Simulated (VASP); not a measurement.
Band structure of W (bcc). All values below come from optB88-vdW, VASP's PBE PAW potentials (set 64) (plane waves; VASP).

Unless said otherwise, spin-orbit coupling is left out, though it shifts the bands of the heavy elements here.

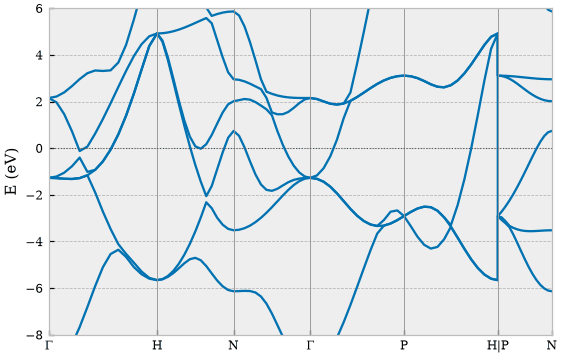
Fig. 1. Bands along high-symmetry lines, zero at the valence-band maximum or, without a gap, the Fermi level

Task: Read the plot: is there a gap, and where are the band edges?

Result: It has no gap at this level: it comes out as a metal or semimetal. (Edges off the drawn lines would not show.)

The compound is W in the bcc structure. It was relaxed first.
